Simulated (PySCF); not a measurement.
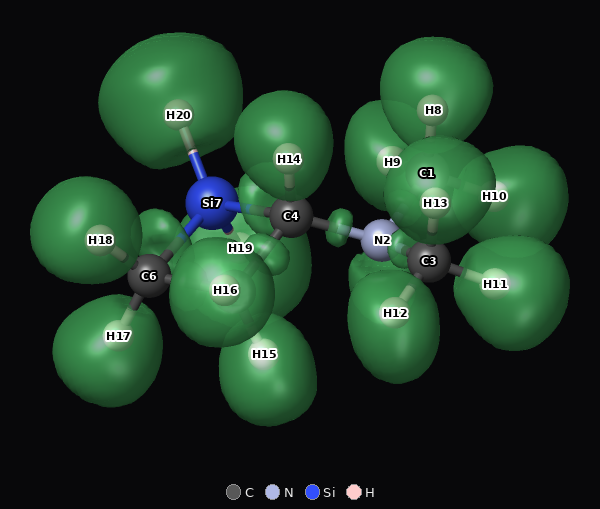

C5H13NSi. Isosurface of the electron localisation function at 0.85 (green), seen at an oblique angle. Core shells and regions of very low density are left out.

Geometry: GFN2-xTB.

Level of theory: PBE0/pcSseg-1, SCF density, gas phase, non-relativistic in PySCF.

```xyz
20

C     1.5150    1.1158   -1.1113
N     1.0138   -0.0701   -0.4560
C     2.0452   -0.6833    0.3562
C    -0.1809    0.2106    0.3165
C    -0.9242   -1.0490    0.8092
C    -2.3761   -0.6137    0.5368
Si   -1.7641    0.7804   -0.6156
H     1.8302    1.8962   -0.3988
H     0.7347    1.5287   -1.7498
H     2.3714    0.8472   -1.7297
H     2.8891   -0.9517   -0.2792
H     1.6546   -1.5889    0.8148
H     2.4063   -0.0150    1.1557
H     0.0560    0.8688    1.1749
H    -0.6554   -1.8930    0.1757
H    -0.7262   -1.3149    1.8478
H    -3.0035   -1.3991    0.1230
H    -2.8617   -0.2521    1.4417
H    -1.7963    0.4470   -2.0377
H    -2.2331    2.1468   -0.3772
```

**Describe the localisation domains.**

At this value the surface marks out two regions between bonded C–C atoms (shared pairs), three regions between bonded C–N atoms (shared pairs), two regions between bonded C–Si atoms (shared pairs), 13 regions around hydrogen nuclei and one lobe on N, pointing away from the bonds (lone pairs).

Values along the shortest contacts:
C–N (1.44 Å): the ELF peaks at about 0.95 between the atoms: a shared electron pair. C–C (1.54 Å): the ELF peaks at about 0.95 between the atoms; a shared electron pair.
